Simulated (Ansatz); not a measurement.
## Run report: BH₂ClF₂, frequency calculation

- system: BH₂ClF₂
- method: RKS B3LYP-D4/def2-SVP (Ansatz 0.2.0)

It belongs to a series of runs on one base structure; here: vibrations at the highest image of the band. Figures and captions count atoms from 1; the log counts them from 0 in places.

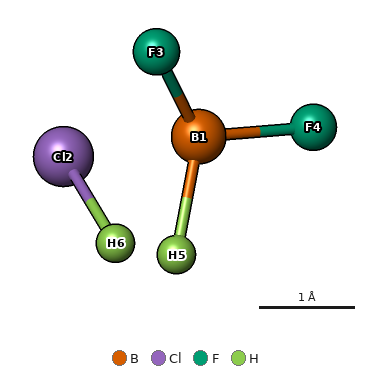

Fig. 1: The structure (ball-and-stick view, seen at a tilt; atoms are numbered from 1 in the order of the input).

## Results in brief

```csv
quantity,value
outcome,converged
total energy,−18659.2871 eV
mean-field energy,−18659.1412 eV
largest force (length of the vector),under 0.001 eV/Å
hardware,"1 thread of Intel Xeon (Granite Rapids), 192 GiB of memory available, shared host"
wall time,28 s
peak memory,0.15 GiB
```

## Input
```yaml
crystal:
  periodic: [false, false, false]
  atoms:
    - { symbol: B, position_ang: [0.016872, -0.285271, 0.041203] }
    - { symbol: Cl, position_ang: [-0.002193, 0.16025, 2.110629] }
    - { symbol: F, position_ang: [1.163863, 0.129394, -0.475573] }
    - { symbol: F, position_ang: [-1.146725, 0.0684, -0.483721] }
    - { symbol: H, position_ang: [0.050537, -1.594767, 0.29235] }
    - { symbol: H, position_ang: [0.035447, -1.148608, 1.241411] }
basis:
  gaussian: { orbitals: def2-SVP }
hamiltonian:
  xc: b3lyp
  dispersion: d4
phonons: {}
```

Launch command:
```bash
ansatz run input.yaml --threads 1 --pin off --max-ram 2048MiB --backend cpu --events-out ev --progress --plain --runs-dir out
```

## Log
```
Engine: ansatz 0.2.0, x86_64-unknown-linux-gnu
Functional definition: B3LYP
  parameter a0 = 0.2
  parameter ax = 0.72
  parameter ac = 0.81
  exchange = (1 - a0 - ax)*slater_x + ax*b88_x + a0*exact_x
  correlation = (1 - ac)*vwn_rpa_c + ac*lyp_c
730 factors; integrals over basis functions are off by at most 4.4e-4 eV
mean field evaluation 1: about -18657.2650 eV, gradient 3.5e1 eV
mean field evaluation 2: about -18655.0689 eV, gradient 5.3e1 eV
mean field evaluation 4: about -18659.0994 eV, gradient 5.4e-1 eV
mean field evaluation 8: about -18659.1410 eV, gradient 8.6e-2 eV
mean field -18659.14100456 eV, -685.7107842975 hartree, gradient 9.3e-6 eV, S^2 0.000000; 0 other end points of the search recorded, 0 dependent functions left out
the calculation of the forces begins
reference -18659.14118637 eV, -685.7107909788 hartree; 21, 21 occupied and 49, 49 virtual orbitals, 730 factors
these checks for a lower state are left out or cut short: stability, starts, cluster_reference, orbital_swaps, neighbouring_geometries, increment
730 factors; integrals over basis functions are off by at most 4.4e-4 eV
mean field evaluation 16: about -18659.0996 eV, gradient 3.3e-1 eV
mean field -18659.14080824 eV, -685.7107770828 hartree, gradient 2.3e-6 eV, S^2 0.000000; 0 other end points of the search recorded, 0 dependent functions left out
[... from here on the field's lines of each further geometry are left out, up to the last ...]
the calculation of the forces begins
reference -18659.14117903 eV, -685.7107907091 hartree; 21, 21 occupied and 49, 49 virtual orbitals, 730 factors
these checks for a lower state are left out or cut short: stability, starts, cluster_reference, orbital_swaps, neighbouring_geometries, increment
730 factors; integrals over basis functions are off by at most 4.4e-4 eV
mean field -18659.14099629 eV, -685.7107839938 hartree, gradient 1.9e-6 eV, S^2 0.000000; 0 other end points of the search recorded, 0 dependent functions left out
the calculation of the forces begins
reference -18659.14117807 eV, -685.7107906738 hartree; 21, 21 occupied and 49, 49 virtual orbitals, 730 factors
WARN: phonons: modes at or below zero, which the zero-point energy, F, S and C_V leave out: 1, the lowest at -1010.52 cm⁻¹. A minimum has none, and a first-order saddle one
Total energy: -18659.28710714 eV, -685.7161534685 hartree
Atom 0 at     0.016872    -0.285271     0.041203 Å, force     0.000039    -0.000232    -0.000125 eV/Å
Atom 1 at    -0.002193     0.160250     2.110629 Å, force     0.000042     0.000038    -0.000036 eV/Å
Atom 2 at     1.163863     0.129394    -0.475573 Å, force     0.000019     0.000057     0.000045 eV/Å
Atom 3 at    -1.146725     0.068400    -0.483721 Å, force    -0.000118     0.000117    -0.000021 eV/Å
Atom 4 at     0.050537    -1.594767     0.292350 Å, force     0.000083     0.000202     0.000125 eV/Å
Atom 5 at     0.035447    -1.148608     1.241411 Å, force    -0.000065    -0.000182     0.000013 eV/Å
Dipole moment:     0.009627    -0.376326     0.087630 e Å
Vibrations: -1010.52 244.77 293.47 515.67 733.56 805.30 1076.41 1098.61 1362.91 1454.38 1656.81 2130.71 cm⁻¹, zero-point energy 0.705011 eV
```

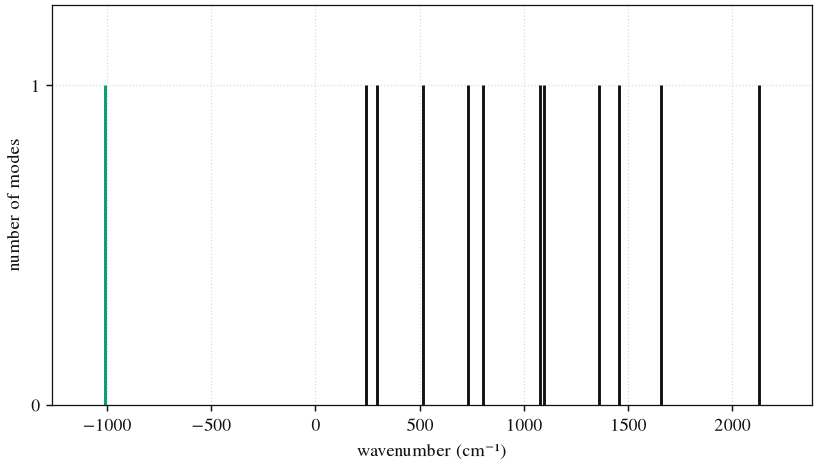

Fig. 2: Harmonic vibrational wavenumbers from the force constants; neighbouring modes closer than 14 cm⁻¹ are counted in one stick, and imaginary ones are drawn at negative wavenumbers. 12 modes from 1011i to 2131 cm⁻¹, 1 imaginary beyond 8i (1011i cm⁻¹): a first-order saddle point, if the geometry is stationary.
